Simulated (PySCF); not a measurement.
# C₃H₉NSi₂: excited-state calculation

The run: excited-state calculation of C₃H₉NSi₂. Method and program: TDA B97-D/6-311G**, vertical, IEF-PCM dichloromethane (non-equilibrium linear response), core orbitals frozen in the response (PySCF 2.14.0).

The geometry comes from this level: GFN2-xTB. It belongs to a series of runs on one base structure; here: solvent dichloromethane; B97-D/6-311G**; 12 states, TDA; guess huckel; aux def2-qzvpp-jkfit.

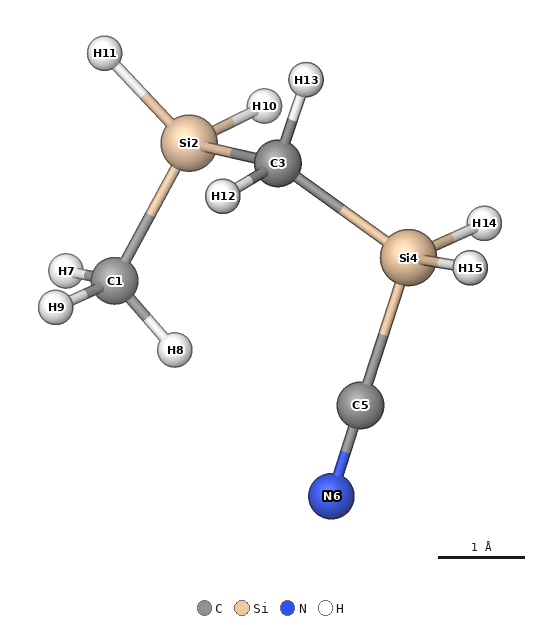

Fig. 1: The input geometry (ball-and-stick view, seen at a tilt; atoms are numbered from 1 in the order of the input). Bond lengths as drawn: C–H 1.09 Å, C–N 1.15 Å, C–Si 1.87 to 1.91 Å and H–Si 1.47 Å.

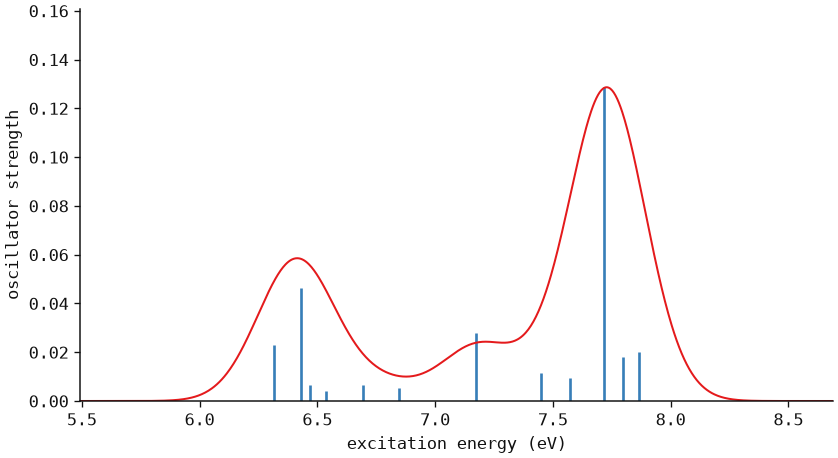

Fig. 2: Computed excitations as sticks (degenerate states added up, dark ones marked on the axis), with a Gaussian envelope of 0.35 eV full width at half maximum, scaled to the tallest. Of the 12 states the lowest lies at 6.32 eV (f = 0.023); the strongest line is at 7.72 eV, or 161 nm (f = 0.129).

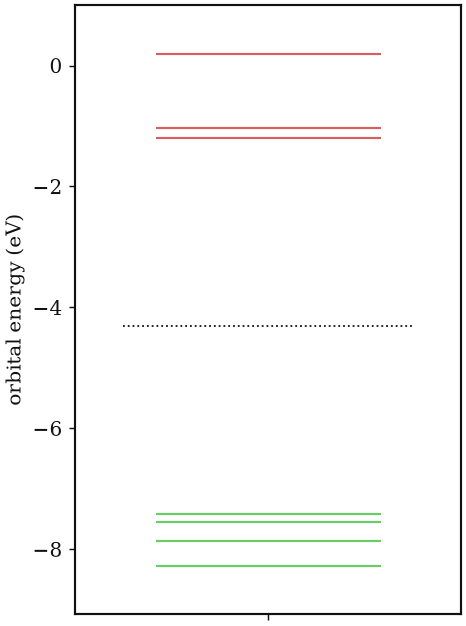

Fig. 3: Orbital energies near the frontier; the dotted line parts filled from empty levels, and levels within 0.02 eV of each other stand side by side. Highest filled −7.42 eV, lowest empty −1.20 eV, 6.22 eV apart.

The input and output of the run follow.

**Input file**
```
{"job": {"kind": "uv", "xc": "B97-D", "basis": "6-311G**", "solvent": "dichloromethane", "nstates": 12, "ntriplets": 2, "tda": true, "scf": {"guess": "huckel", "aux": "def2-qzvpp-jkfit"}}, "charge": 0, "multiplicity": 1}
C      1.909803     0.665358    -0.406531
Si     1.051167    -1.005726    -0.638703
C     -0.576698    -1.060382     0.363472
Si    -1.988785     0.052359    -0.235205
C     -1.442093     1.832857    -0.070618
N     -1.112085     2.925557     0.030008
H      2.820501     0.718071    -0.995543
H      1.272258     1.490852    -0.709999
H      2.182672     0.830832     0.632146
H      0.745630    -1.236365    -2.057422
H      1.919669    -2.090652    -0.156473
H     -0.355137    -0.823968     1.405499
H     -0.941794    -2.088086     0.361473
H     -2.301076    -0.143104    -1.653257
H     -3.188447    -0.059613     0.603586
```

The first line tells a small driver script what to run in PySCF; the rest is the geometry in Å.

Launched with:
```bash
OMP_NUM_THREADS=1 python <driver script> task.json out
```

**Output**
```
final grid: 116816 points
cycle   1  E = -745.9514201331  dE =  4.753e+00  |g| = 4.823e+00  |ddm| = 6.205e+00
cycle   2  E = -734.0749752664  dE =  1.188e+01  |g| = 7.088e+00  |ddm| = 2.477e+01
cycle   3  E = -752.6886561630  dE = -1.861e+01  |g| = 1.541e+00  |ddm| = 2.386e+01
cycle   4  E = -752.6244397760  dE =  6.422e-02  |g| = 1.679e+00  |ddm| = 2.508e+00
cycle   5  E = -753.3841092795  dE = -7.597e-01  |g| = 2.314e-01  |ddm| = 1.556e+00
cycle   6  E = -753.3929804631  dE = -8.871e-03  |g| = 1.318e-01  |ddm| = 2.623e-01
cycle   7  E = -753.3971381348  dE = -4.158e-03  |g| = 2.081e-02  |ddm| = 1.158e-01
cycle   8  E = -753.3972006919  dE = -6.256e-05  |g| = 1.416e-02  |ddm| = 2.327e-02
cycle   9  E = -753.3972460813  dE = -4.539e-05  |g| = 2.884e-03  |ddm| = 9.266e-03
cycle  10  E = -753.3972478116  dE = -1.730e-06  |g| = 1.012e-03  |ddm| = 2.186e-03
cycle  11  E = -753.3972480561  dE = -2.445e-07  |g| = 2.491e-04  |ddm| = 8.490e-04
cycle  12  E = -753.3972480714  dE = -1.527e-08  |g| = 5.040e-05  |ddm| = 2.478e-04
cycle  13  E = -753.3972480722  dE = -7.969e-10  |g| = 1.082e-05  |ddm| = 5.991e-05
converged SCF energy = -753.3972480722

Static polarisability (au): isotropic 107.999, principal 92.492 112.149 119.357

Singlet excitations
state   eV       nm        f      main configurations
  1   6.3177    196.2   0.02311   H->L 0.68, H-1->L 0.30
  2   6.4317    192.8   0.04653   H-1->L 0.58, H->L 0.20, H->L+1 0.16
  3   6.4674    191.7   0.00655   H->L+1 0.80, H->L 0.09
  4   6.5374    189.7   0.00403   H-1->L+1 0.99
  5   6.6944    185.2   0.00647   H-2->L 0.96
  6   6.8466    181.1   0.00515   H-2->L+1 0.98
  7   7.1742    172.8   0.02769   H-3->L 0.88
  8   7.4492    166.4   0.01145   H-3->L+1 0.53, H-4->L 0.40
  9   7.5743    163.7   0.00958   H-4->L+1 0.67, H-4->L 0.22
 10   7.7166    160.7   0.12866   H->L+2 0.89
 11   7.7986    159.0   0.01813   H-1->L+2 0.94
 12   7.8667    157.6   0.01999   H-5->L 0.81

Triplet excitations (Tamm-Dancoff, eV): 5.8953 6.2073
```

**Summary**

```json
{"quantity": "outcome", "value": "converged"}
{"quantity": "total energy", "value": "−753.397248 hartree"}
{"quantity": "HOMO", "value": "−7.42 eV"}
{"quantity": "LUMO", "value": "−1.20 eV"}
{"quantity": "dipole moment", "value": "4.14 D"}
{"quantity": "mean polarisability", "value": "108.00 a.u."}
{"quantity": "lowest singlet excitation", "value": "6.32 eV"}
{"quantity": "hardware", "value": "1 CPU thread, shared host"}
{"quantity": "wall time", "value": "29 s"}
{"quantity": "peak memory", "value": "0.73 GiB"}
```

**Remarks**

Settings chosen away from the usual ones: solvent dichloromethane; B97-D/6-311G**; 12 states, TDA; guess huckel; aux def2-qzvpp-jkfit.
